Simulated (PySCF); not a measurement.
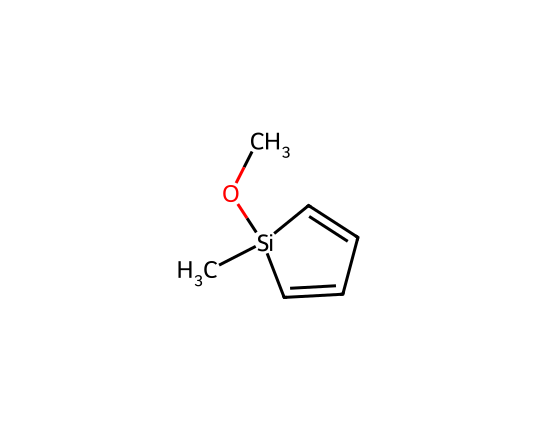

(Drawn from a calculation with PySCF.)

2D structure.

Question: Give its SMILES.

Answer: CO[Si]1(C)C=CC=C1

Question: What is the molecular formula?

Answer: C6H10OSi.

Question: An optimisation with GFN2-xTB gave a structure of which point group?

Answer: Cs. Other conformers may differ.
